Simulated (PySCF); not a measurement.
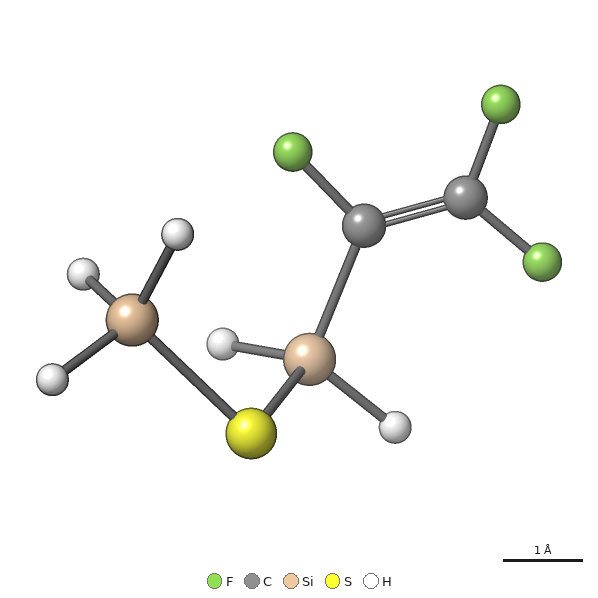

Ball-and-stick drawing of a structure. Multiple sticks mark multiple bonds (one Kekulé form).

Give the formula.

C₂H₅F₃SSi₂, 13 atoms: 2 carbon, 5 hydrogen, 3 fluorine, 1 sulfur and 2 silicon.

Which point group does it belong to?

C1.

Name some functional groups or characteristic bonds that it holds.

Among them: alkene, C–F bond, Si–H bond.

How many bonds of each kind are drawn?

5 Si–H, 3 C–F, 2 S–Si, 1 C–C, 1 C–Si.

Does it have rings?

It has no ring.

More results for the same structure follow; atom numbers are the same in all pictures, views and colours differ. The geometry was computed by an optimisation with PBE0-D3(BJ)/def2-SVP. No frequency run is at hand to confirm it as a minimum.

**Excitation**

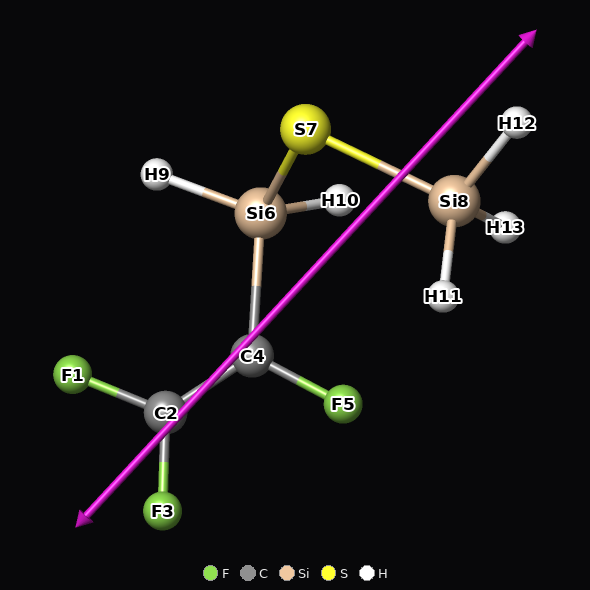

The double arrow shows the direction of the transition dipole to excited singlet state 4 (its length means nothing). No frequency run is at hand to confirm it as a minimum. Level of theory: TDDFT ωB97X-D/def2-SVPD, vertical, IEF-PCM acetone (non-equilibrium linear response), core orbitals frozen in the response (PySCF 2.14.0).

Where does the transition lie, and how strong is it?

6.61 eV (187 nm), oscillator strength 0.29, of mixed character, with the largest part HOMO−1 → LUMO (weight 0.42); transition dipole 3.39 D.

**Quadrupole coupling**

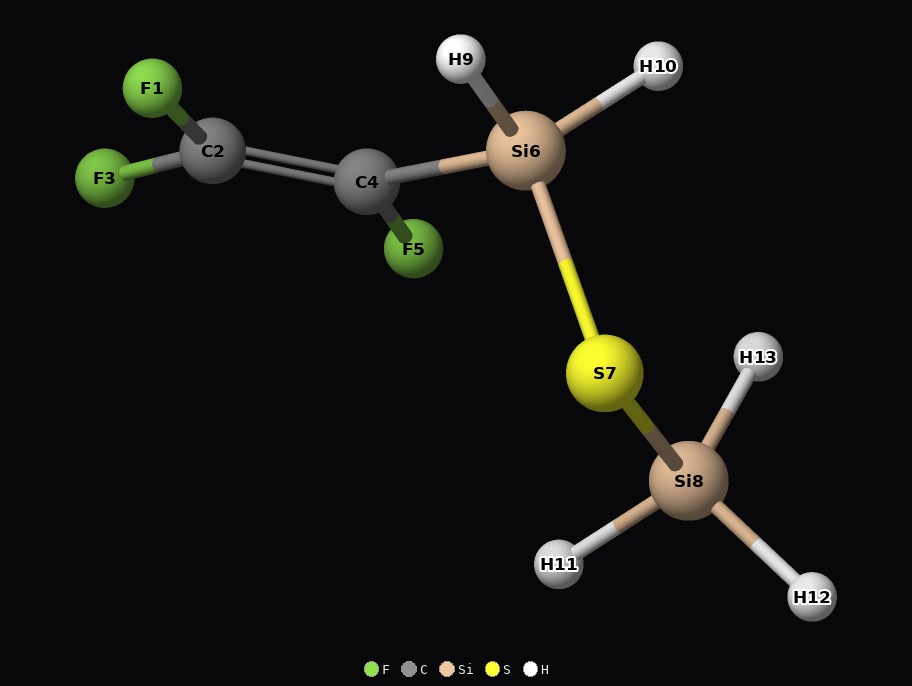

No frequency run is at hand to confirm it as a minimum. Electric field gradients from the ground-state density, PBE0/pcSseg-1 (PySCF 2.14.0), non-relativistic apart from any core potentials.

Give the largest field-gradient component, the quadrupole coupling constant and the asymmetry for 33S at S7 (Q = −67.81 mb), 2H at H9 (Q = 2.86 mb), 2H at H10 (Q = 2.86 mb).

```csv
atom,V_zz (a.u.),e²qQ/h (MHz),η
S7,−1.721,27.4,0.57
H9,0.142,0.095,0.02
H10,0.140,0.094,0.01
```

**Polarisability**

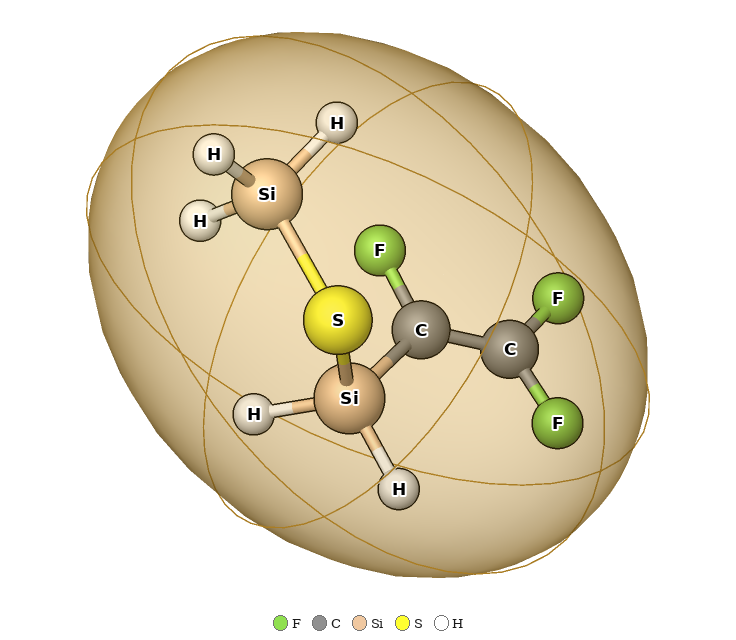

The ellipsoid shows the static dipole polarisability: its half-axes are proportional to the principal values. No frequency run is at hand to confirm it as a minimum. Computed with ωB97X-D/def2-SVPD (PySCF 2.14.0).

How large and how anisotropic is the polarisability?

Principal values 84.4, 96.7, 123.3 bohr³; mean 101.5 bohr³ (15.03 Å³); anisotropy 34.4 bohr³, so the longest axis is 1.46 times the shortest.
